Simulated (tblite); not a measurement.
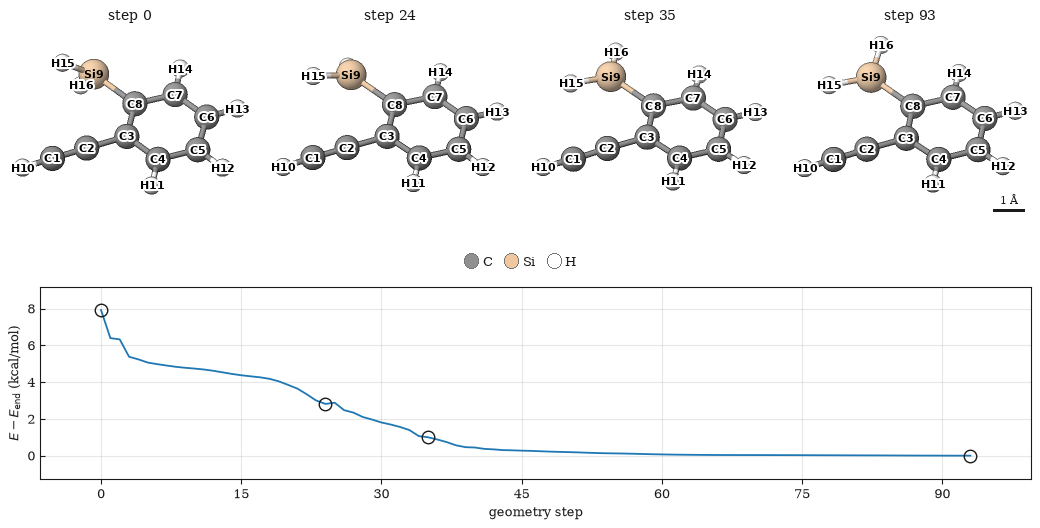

Frames of a relaxation of C8H7Si (multiplicity 2), marked on the history of the run. A ball-and-stick model, seen from a free direction.

Level of theory: GFN2-xTB geometry optimisation, gas phase (tblite 0.8.0). 

What happens along the run?

H16 moves most after the best rigid fit: 1.53 Å. Largest moves by element: H 1.53 Å, C 0.19 Å, Si 0.16 Å. Some distances before and after: C3–C8 1.380 → 1.420 Å, C8–Si9 1.809 → 1.831 Å, C4–H11 1.101 → 1.081 Å, C2–C3 1.430 → 1.411 Å. Bond angles that change, for instance: C8–Si9–H15 116.3° → 123.3°, C5–C6–H13 123.1° → 119.7°, C8–C7–H14 115.7° → 118.8°. Over 93 geometry steps the energy falls by 7.92 kcal/mol. Cost: 0.7 s on 1 thread of Arm Neoverse V1, on a shared host. From step 0 to 24: H16 moves most (0.66 Å), energy −5.11 kcal/mol. From step 24 to 35: H16 moves most (0.59 Å), energy −1.82 kcal/mol. From step 35 to 93: H15 moves most (0.37 Å), energy −1.00 kcal/mol.
